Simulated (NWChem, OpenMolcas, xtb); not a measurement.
# CH3ClSi (SMILES C[Si]Cl): the dipole moment, rung by rung

CH3ClSi: 6 atoms, total charge 0, spin state singlet. As SMILES, `C[Si]Cl`. The coordinates come from a PBE0-D4/def2-TZVP relaxation.

```xyz
6

C    -0.4209    0.3762   -0.1771
Si    0.2282   -0.6421    1.2731
Cl    1.8577   -1.5339    0.3085
H     0.3538    1.0658   -0.5314
H    -1.3087    0.9499    0.1001
H    -0.6681   -0.2800   -1.0194
```

Each level gives the dipole moment (D). The values are calculated.

```
                               level            kind     program  value (D)   CPU time
                            GFN2-xTB  semi-empirical         xtb       1.74  under 2 s
                            GFN0-xTB  semi-empirical         xtb       1.66  under 2 s
                            GFN1-xTB  semi-empirical         xtb       2.36  under 2 s
                           HF/STO-3G    Hartree–Fock  OpenMolcas       3.11      1.9 s
                            HF/3-21G    Hartree–Fock  OpenMolcas       3.10      2.1 s
                         HF/def2-SVP    Hartree–Fock  OpenMolcas       1.91      3.9 s
                      SVWN5/6-311G**             LDA  OpenMolcas       2.08       16 s
   BP86/6-31G* (spherical functions)             GGA      NWChem       2.03       11 s
  BP86/6-31+G* (spherical functions)             GGA      NWChem       1.95       16 s
BP86/6-31++G** (spherical functions)             GGA      NWChem       1.92       21 s
```

The values span 1.66 to 3.11 D. Sets without polarisation functions give poor dipoles. Without the sets that lack polarisation functions the rows with a basis span only 1.91 to 2.08 D. Times are those of the runs behind each value, whatever else they computed, on shared processors of several kinds: orders of magnitude only.

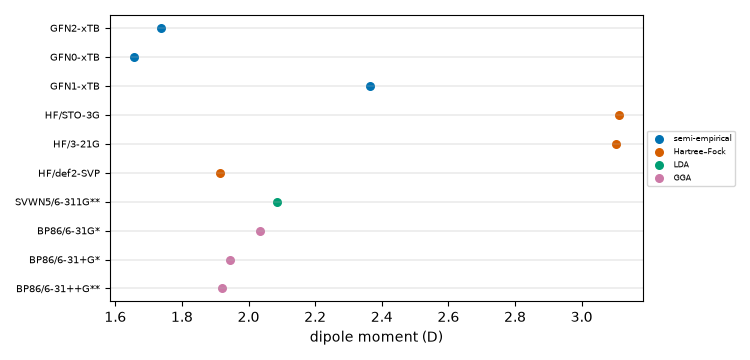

The values of the table, level by level.
